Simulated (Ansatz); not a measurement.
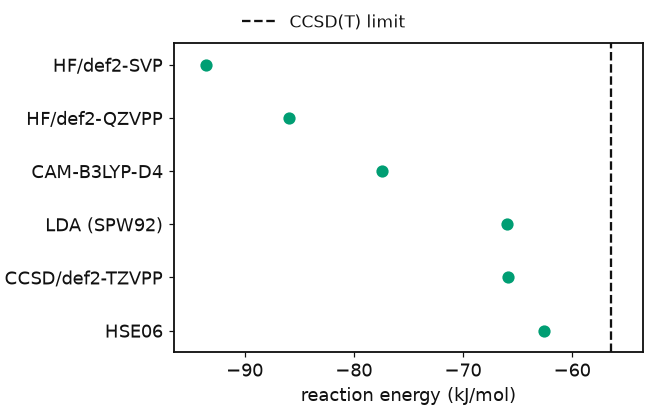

Electronic reaction energy of BHBr₂ (BrBBr) + HF (F) → BHBrF (FBBr) + HBr (Br) (SMILES in brackets) at several levels (functionals in def2-TZVPP unless a basis is named), isolated molecules at PBE0-D4 triple-zeta geometries, minima by their frequencies, no zero-point or thermal terms, the Ansatz code 0.2.0. The line is frozen-core CCSD(T) at the basis limit (MP2 extrapolated from triple and quadruple zeta, plus CCSD(T) less MP2 in a smaller set). No dispersion term is added to HSE06. The distance of HF/def2-SVP and CCSD/def2-TZVPP to the limit includes basis error. The limit lies 6.1 kJ/mol from CCSD(T)/def2-TZVPP, so the line itself is uncertain by a part of that.

### What do zero-point energy and temperature add?

Zero-point change −3.6 kJ/mol; at 298.15 K and 1 bar the CCSD(T) limit plus thermal terms gives an enthalpy of reaction of −60.9 and a free energy of −63.2 kJ/mol (harmonic PBE0-D4 modes, ideal gas).

### Give the values.

```tsv
level	kJ/mol	less CCSD(T) limit
HF/def2-SVP	−93.5	−37.1
HF/def2-QZVPP	−85.9	−29.5
CAM-B3LYP-D4	−77.4	−21.0
LDA (SPW92)	−65.9	−9.5
CCSD/def2-TZVPP	−65.9	−9.5
HSE06	−62.6	−6.2
CCSD(T) limit	−56.5	0.0
```

Caveats: no scalar relativity up to krypton; outer-core shells are correlated without core-valence functions, which makes the correlated values less sure.
